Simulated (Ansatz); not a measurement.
**Cd (hcp type): how the settings move a single-point run**

How sensitive is a single-point run of Cd (hcp type) to its settings? A reference run comes first, then two runs with altered input.

Program: Ansatz 0.2.0. Level of theory: reference: DFT, LDA, PAW with Ansatz's default frozen-core files, scalar-relativistic. These are calculated values, not measurements.

1 further run of the same task is left out (set aside as unsound or not needed). Runs told in other sessions of the task aren't counted.

## 1. The structure to begin with

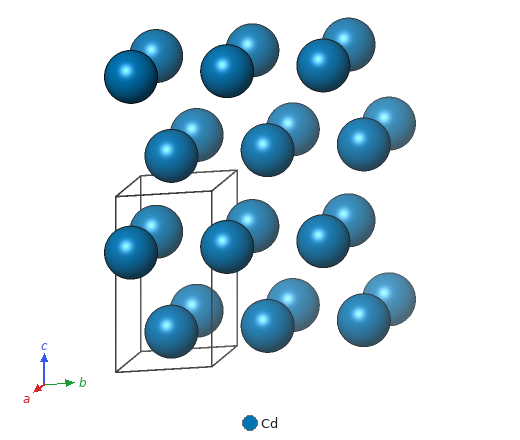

The starting structure, seen slightly off an axis (cadmium blue). 2×3×2 cells are drawn.

As a file:

```cif
data_structure
_symmetry_space_group_name_H-M 'P6_3/mmc'
_symmetry_Int_Tables_number 194
_cell_length_a 2.8920
_cell_length_b 2.8920
_cell_length_c 5.2191
_cell_angle_alpha 90.000
_cell_angle_beta 90.000
_cell_angle_gamma 120.000
_cell_volume 37.80
loop_
_atom_site_label
_atom_site_type_symbol
_atom_site_symmetry_multiplicity
_atom_site_Wyckoff_symbol
_atom_site_fract_x
_atom_site_fract_y
_atom_site_fract_z
_atom_site_occupancy
Cd1 Cd 2 c 0.33333 0.66667 0.25000 1
```

## 2. Reference

File input.yaml:

```yaml
crystal:
  lattice:
    - [2.8920488916, 0.0, 0.0]
    - [-1.4460244458, 2.5045878091, 0.0]
    - [0.0, 0.0, 5.2190752554]
  atoms:
    - { symbol: Cd, position: [0.3333333333, 0.6666666667, 0.25] }
    - { symbol: Cd, position: [0.6666666667, 0.3333333333, 0.75] }
kpoints:
  mp_grid: { grid: [16, 16, 9] }
scf:
  occupations: { method: fermi_dirac, width: 0.1 }
hamiltonian:
  xc: lda
  pseudopotentials: { kind: paw }
output:
  forces: true
  stress: true
  eigenvalues: true
  populations: true
```

Started as:

```
$ ansatz run input.yaml --threads 1 --pin off --max-ram 2048MiB --backend cpu --events-out ev --progress --plain --runs-dir out
```

Excerpt of the output:

```text
[...]
Basis set: ecut = 420 eV, 725 PW (Γ)
[...]
k-points: 150 of 2304
[...]
SCF iter   1: F=—  HF=-16235.769770 eV  |F-HF|=—  |Δ(HF+E_count)|=         —  Δρ=1.06e-2  dr2=2.96e-2  ethr=1.77e-3  ⟨swp⟩=5.4  Hψ=13700  notcnv=0
preconditioner: auto → Kerker (q_TF=auto, 2.754 Å⁻¹)  [metal: Δε(μ)=0.083 eV  Ē_g=13.908 eV  σ=0.100 eV  W_gap=0.21  n_scr=10 (ndim 8)  ℏωp=29.6 eV  f_vac=0.000  D(μ)=0.25/eV (n_scr^D=0)]
SCF iter   2: F=—  HF=-16235.760683 eV  |F-HF|=—  |Δ(HF+E_count)|=   9.09e-3  Δρ=3.39e-3  dr2=2.73e-3  ethr=7.41e-5  ⟨swp⟩=2.8  Hψ=7636  notcnv=0
[...]
SCF iter   5: F=—  HF=-16235.759855 eV  |F-HF|=—  |Δ(HF+E_count)|=   6.70e-6  Δρ=1.96e-5  dr2=1.78e-7  ethr=7.60e-9  ⟨swp⟩=2.5  Hψ=5015  notcnv=0
SCF iter   6: F=-16235.759855 eV  HF=-16235.759855 eV  |F-HF|=8.55e-9  |Δ(HF+E_count)|=   4.12e-8  Δρ=6.58e-6  dr2=1.20e-8  ethr=2.50e-10  ⟨swp⟩=4.0  Hψ=10891  notcnv=0
[...]
SCF converged after 6 iterations
Free energy (F): -16235.759855 eV
[...]
E sigma→0 (E₀):  -16235.755069 eV
[...]
Fermi energy:    17.105750 eV
[...]
  P = ⅓ Tr σ = 4.0747 GPa (40.747 kbar)
[...]
```

Run time: 3 s. Hardware: 1 thread of Intel Xeon 6975P-C (Granite Rapids), shared host; peak memory 0.4 GiB.

## 3. Changed: occupations.method gaussian, occupations.width 0.2

Changes to input.yaml since step 2:

```diff
@@ -11,3 +11,3 @@
 scf:
-  occupations: { method: fermi_dirac, width: 0.1 }
+  occupations: { method: gaussian, width: 0.2 }
 hamiltonian:
```

Started as:

```
$ ansatz run input.yaml --threads 1 --pin off --max-ram 2048MiB --backend cpu --events-out ev --progress --plain --runs-dir out
```

What it wrote:

```text
Engine: ansatz 0.2.0
Pseudopotentials: kind: paw
Pseudopotential: Cd, paw, valence charge 20, recommended cutoff 420 eV (normal)
Functional definition: SPW92
  exchange = slater_x
  correlation = pw_c
Crystal: 2 atoms, lattice volume = 37.804 Å³
Basis set: ecut = 420 eV, 725 PW (Γ)
Bands: 24, of which v1, the nominal top of the filled ones, is band 20 counted from 1 (19 counted from 0)
Symmetry: 24 space group operations
Space group: P63/mmc (ITA 194), of the structure as read, at distance tolerance 3.4e-5 Å
k-points: 150 of 2304
Non-local potential: Cd, projectors of the file, l = 0: 3, l = 1: 2, l = 2: 2, l = 3: 1
PAW form: soft (Blöchl's): semilocal exchange-correlation on the pseudo side does not see the compensation charge
PAW frozen core: Cd, regenerated for the run's functional, and the local potential with it (the file was generated under x = pbe(κ = 0.804, μ = 0.2195149727645171), c = pbe(β = 0.06672455060314922))
PAW one-centre angular grid: Cd, 590 points (default); XC on 64 Gauss nodes
Initial density: superposition of atomic densities (neutral atoms: chi_scale 0, normalization atom), corrected by the library's trained network
Initial wavefunctions: pseudopotential atomic-orbital guess
Functional: x = slater, c = lda
SCF iter   1: F=—  HF=-16235.767913 eV  |F-HF|=—  |Δ(HF+E_count)|=         —  Δρ=1.06e-2  dr2=2.97e-2  ethr=1.77e-3  ⟨swp⟩=4.8  Hψ=13186  notcnv=0
preconditioner: auto → Kerker (q_TF=auto, 2.754 Å⁻¹)  [metal: Δε(μ)=0.083 eV  Ē_g=13.908 eV  σ=0.200 eV  W_gap=0.23  n_scr=10 (ndim 8)  ℏωp=29.6 eV  f_vac=0.000  D(μ)=0.21/eV (n_scr^D=0)]
SCF iter   2: F=—  HF=-16235.758796 eV  |F-HF|=—  |Δ(HF+E_count)|=   9.12e-3  Δρ=3.39e-3  dr2=2.74e-3  ethr=7.44e-5  ⟨swp⟩=2.8  Hψ=7636  notcnv=0
SCF iter   3: F=—  HF=-16235.757970 eV  |F-HF|=—  |Δ(HF+E_count)|=   8.25e-4  Δρ=1.06e-3  dr2=1.48e-4  ethr=6.85e-6  ⟨swp⟩=2.0  Hψ=5122  notcnv=0
SCF iter   4: F=—  HF=-16235.757954 eV  |F-HF|=—  |Δ(HF+E_count)|=   1.62e-5  Δρ=9.28e-5  dr2=2.87e-6  ethr=3.69e-7  ⟨swp⟩=2.6  Hψ=6621  notcnv=0
SCF iter   5: F=—  HF=-16235.757957 eV  |F-HF|=—  |Δ(HF+E_count)|=   3.36e-6  Δρ=1.91e-5  dr2=1.74e-7  ethr=7.18e-9  ⟨swp⟩=1.8  Hψ=3866  notcnv=0
SCF iter   6: F=-16235.757957 eV  HF=-16235.757957 eV  |F-HF|=1.16e-8  |Δ(HF+E_count)|=   3.83e-8  Δρ=7.62e-6  dr2=1.53e-8  ethr=2.50e-10  ⟨swp⟩=4.2  Hψ=11081  notcnv=0
SCF 1 converged in 6 iterations: F = -16235.757957 eV  dr2 = 1.53e-8
SCF converged after 6 iterations
Free energy (F): -16235.757957 eV
Harris-Foulkes:  -16235.757957 eV  (|F-HF|=1.16e-8)
Internal energy: -16235.753623 eV  (E = F + TS)
E sigma→0 (E₀):  -16235.755790 eV
Entropy (-TS):   -0.004334 eV (-2.167 meV/atom)
Fermi energy:    17.114014 eV
--- Per-component energies (eV) ---
  E_band       = -705.088074
  E_kinetic    = 1012.902698
  E_local      = -5423.086685  (includes V_loc(G=0)·N_el)
  E_nonlocal   = 78.432489
  E_hartree    = 2575.242404
  E_xc         = -353.897330
  E_vxc        = -446.517250  (∫ρ·V_xc dr)
  E_paw        = -7891.412454  (= ΣΔE_a)
  E_vpaw       = -1077.314411  (= ΣTr[D̂ρ^β])
  E_aug_tail   = 0.000021  (compensation charges beyond the density's cutoff)
  E_ewald      = -6235.467904
  E_core_change = 1.533138  (= ΣΔE_core)
  E_smearing   = -0.004334  (= −TS)
  E_closure    = 0.000000  (closes the sum)
  Σ components = -16235.757957   (vs F -16235.757957, Δ=0.00e0)
--- Forces (eV/Å), atoms counted from 1 ---
  atom   1  Cd    -0.00000000     0.00000000     0.00000000
  atom   2  Cd     0.00000000    -0.00000000     0.00000000
  max |Σ_I F_I| component: 1.85e-17 eV/Å
--- Stress (GPa, compression-positive) ---
        4.019734       0.000000       0.000000
        0.000000       4.019734       0.000000
        0.000000       0.000000       4.073251
  P = ⅓ Tr σ = 4.0376 GPa (40.376 kbar)
--- Band table (eV; the first three rows and the last of 150) ---
  k-point 0: bands = ["-86.1115", "-86.1083", "-47.2608", "-47.2159", "-47.2032", "-47.2032", "-47.1978", "-47.1978", "6.5710", "6.8707", "7.2484", "7.4426", "7.4426", "7.5297", "7.5297", "8.0331", "8.0331", "8.4529", "8.4529", "13.4932", "14.5544", "29.1010", "30.8029", "32.1843"]
  k-point 1: bands = ["-86.1114", "-86.1084", "-47.2594", "-47.2173", "-47.2030", "-47.2030", "-47.1980", "-47.1980", "6.5836", "6.8912", "7.3028", "7.4396", "7.4396", "7.5231", "7.5231", "8.0517", "8.0517", "8.4445", "8.4445", "12.5307", "15.6524", "28.3430", "30.8218", "32.1279"]
  k-point 2: bands = ["-86.1112", "-86.1087", "-47.2555", "-47.2212", "-47.2026", "-47.2026", "-47.1984", "-47.1984", "6.6201", "6.9047", "7.4340", "7.4340", "7.5052", "7.5052", "7.5153", "8.1017", "8.1017", "8.4189", "8.4189", "11.3204", "17.2681", "26.7036", "30.8293", "31.8393"]
  k-point 149: bands = ["-86.1025", "-86.1025", "-47.2620", "-47.2617", "-47.2523", "-47.2511", "-47.2251", "-47.2246", "7.0927", "7.1037", "7.3332", "7.4005", "7.6084", "7.6694", "7.8761", "7.9026", "8.4469", "8.4766", "16.9375", "17.5017", "18.6966", "18.9938", "19.2812", "19.6920"]
--- Löwdin populations: 2 sites ---
  site symbol       q [e]
     0     Cd     19.4411
     1     Cd     19.4411
  spilling = 0.027946 (of n_electrons = 40.000000)
```

Run time: 3 s. Hardware: 1 thread of Intel Xeon 6975P-C (Granite Rapids), shared host; peak memory 0.4 GiB.

Changing the smearing leaves the energy as it was (-0.4 meV/atom).

## 4. Changed: mp_grid.grid [24, 24, 14]

Changes to input.yaml since step 2:

```diff
@@ -9,3 +9,3 @@
 kpoints:
-  mp_grid: { grid: [16, 16, 9] }
+  mp_grid: { grid: [24, 24, 14] }
 scf:
```

Started as:

```
$ ansatz run input.yaml --threads 1 --pin off --max-ram 2048MiB --backend cpu --events-out ev --progress --plain --runs-dir out
```

What it wrote:

```text
[... 6 set-up lines as earlier in the session ...]
Crystal: 2 atoms, lattice volume = 37.804 Å³
Basis set: ecut = 420 eV, 725 PW (Γ)
Bands: 24, of which v1, the nominal top of the filled ones, is band 20 counted from 1 (19 counted from 0)
[... 2 set-up lines as earlier in the session ...]
k-points: 488 of 8064
[... 7 set-up lines as earlier in the session ...]
SCF iter   1: F=—  HF=-16235.761270 eV  |F-HF|=—  |Δ(HF+E_count)|=         —  Δρ=1.06e-2  dr2=2.96e-2  ethr=1.77e-3  ⟨swp⟩=5.4  Hψ=44316  notcnv=0
preconditioner: auto → Kerker (q_TF=auto, 2.754 Å⁻¹)  [metal: Δε(μ)=0.021 eV  Ē_g=13.902 eV  σ=0.100 eV  W_gap=0.05  n_scr=10 (ndim 8)  ℏωp=29.6 eV  f_vac=0.000  D(μ)=0.45/eV (n_scr^D=2)]
SCF iter   2: F=—  HF=-16235.752201 eV  |F-HF|=—  |Δ(HF+E_count)|=   9.07e-3  Δρ=3.40e-3  dr2=2.72e-3  ethr=7.39e-5  ⟨swp⟩=2.8  Hψ=25267  notcnv=0
SCF iter   3: F=—  HF=-16235.751389 eV  |F-HF|=—  |Δ(HF+E_count)|=   8.11e-4  Δρ=1.07e-3  dr2=1.48e-4  ethr=6.79e-6  ⟨swp⟩=2.0  Hψ=16653  notcnv=0
SCF iter   4: F=—  HF=-16235.751376 eV  |F-HF|=—  |Δ(HF+E_count)|=   1.31e-5  Δρ=9.71e-5  dr2=3.14e-6  ethr=3.71e-7  ⟨swp⟩=2.6  Hψ=21210  notcnv=0
SCF iter   5: F=—  HF=-16235.751382 eV  |F-HF|=—  |Δ(HF+E_count)|=   6.07e-6  Δρ=1.98e-5  dr2=1.79e-7  ethr=7.86e-9  ⟨swp⟩=2.5  Hψ=16554  notcnv=0
SCF iter   6: F=-16235.751382 eV  HF=-16235.751382 eV  |F-HF|=8.59e-9  |Δ(HF+E_count)|=   4.03e-8  Δρ=6.62e-6  dr2=1.20e-8  ethr=2.50e-10  ⟨swp⟩=4.0  Hψ=35555  notcnv=0
SCF 1 converged in 6 iterations: F = -16235.751382 eV  dr2 = 1.20e-8
SCF converged after 6 iterations
Free energy (F): -16235.751382 eV
Harris-Foulkes:  -16235.751382 eV  (|F-HF|=8.59e-9)
Internal energy: -16235.736164 eV  (E = F + TS)
E sigma→0 (E₀):  -16235.743773 eV
Entropy (-TS):   -0.015218 eV (-7.609 meV/atom)
Fermi energy:    17.103332 eV
--- Per-component energies (eV) ---
  E_band       = -705.037415
  E_kinetic    = 1012.942779
  E_local      = -5423.138545  (includes V_loc(G=0)·N_el)
  E_nonlocal   = 78.429667
  E_hartree    = 2575.283780
  E_xc         = -353.905416
  E_vxc        = -446.527768  (∫ρ·V_xc dr)
  E_paw        = -7891.413682  (= ΣΔE_a)
  E_vpaw       = -1077.319563  (= ΣTr[D̂ρ^β])
  E_aug_tail   = 0.000021  (compensation charges beyond the density's cutoff)
  E_ewald      = -6235.467904
  E_core_change = 1.533138  (= ΣΔE_core)
  E_smearing   = -0.015218  (= −TS)
  E_closure    = 0.000000  (closes the sum)
  Σ components = -16235.751382   (vs F -16235.751382, Δ=0.00e0)
--- Forces (eV/Å), atoms counted from 1 ---
  atom   1  Cd     0.00000000     0.00000000     0.00000000
  atom   2  Cd     0.00000000    -0.00000000     0.00000000
  max |Σ_I F_I| component: 2.78e-17 eV/Å
--- Stress (GPa, compression-positive) ---
        4.143868       0.000000       0.000000
        0.000000       4.143868       0.000000
        0.000000       0.000000       4.180903
  P = ⅓ Tr σ = 4.1562 GPa (41.562 kbar)
--- Band table (eV; the first three rows and the last of 488) ---
  k-point 0: bands = ["-86.1105", "-86.1073", "-47.2593", "-47.2145", "-47.2024", "-47.2024", "-47.1970", "-47.1970", "6.5718", "6.8710", "7.2493", "7.4432", "7.4432", "7.5302", "7.5302", "8.0341", "8.0341", "8.4539", "8.4539", "13.4934", "14.5548", "29.1011", "30.8029", "32.1845"]
  k-point 1: bands = ["-86.1105", "-86.1073", "-47.2588", "-47.2151", "-47.2023", "-47.2023", "-47.1971", "-47.1971", "6.5771", "6.8809", "7.2703", "7.4418", "7.4418", "7.5275", "7.5275", "8.0419", "8.0419", "8.4504", "8.4504", "12.9690", "15.1353", "28.7646", "30.8145", "32.1952"]
  k-point 2: bands = ["-86.1104", "-86.1074", "-47.2571", "-47.2168", "-47.2021", "-47.2021", "-47.1973", "-47.1973", "6.5926", "6.8995", "7.3448", "7.4385", "7.4385", "7.5195", "7.5195", "8.0642", "8.0642", "8.4399", "8.4399", "12.1769", "16.0953", "27.9271", "30.8249", "32.0576"]
  k-point 487: bands = ["-86.1015", "-86.1015", "-47.2584", "-47.2584", "-47.2543", "-47.2543", "-47.2234", "-47.2234", "7.1119", "7.1119", "7.3806", "7.3806", "7.6586", "7.6586", "7.8462", "7.8462", "8.4584", "8.4584", "17.8345", "17.8345", "18.6975", "18.6975", "18.8847", "18.8847"]
--- Löwdin populations: 2 sites ---
  site symbol       q [e]
     0     Cd     19.4427
     1     Cd     19.4427
  spilling = 0.027866 (of n_electrons = 40.000000)
```

Run time: 9.2 s. Hardware: 1 thread of Intel Xeon 6975P-C (Granite Rapids), shared host; peak memory 0.58 GiB.

Changing the k-point mesh moves the energy by +4.2 meV/atom. The energy is not variational in the mesh, so the sign tells nothing. Cost: 9.2 s against 3 s.

## 5. All runs together

```tsv
run	ending	energy change	pressure (GPa)	gap (eV)	force (eV/Å)	cycles	time
reference	converged	0	4.1	0.00	0.00	6	3 s
1: occupations.method gaussian, occupations.width 0.2	converged	-0.4 meV/atom (σ→0)	4.0	0.00	0.00	6	3 s
2: mp_grid.grid [24, 24, 14]	converged	+4.2 meV/atom	4.2	0.00	0.00	6	9.2 s
```

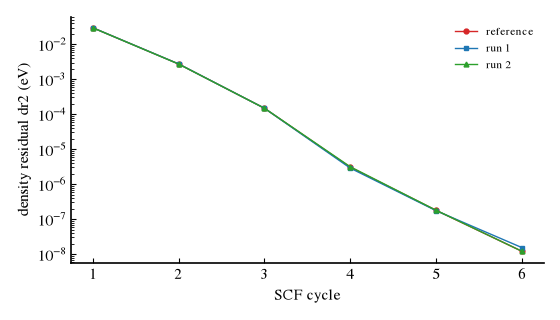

Residual by cycle in the longest SCF loop of each run; runs are numbered as in the table.

What this shows: Of the variants the dearest is «mp_grid.grid [24, 24, 14]» (9.2 s), the cheapest «occupations.method gaussian, occupations.width 0.2» (3 s), on a shared host.
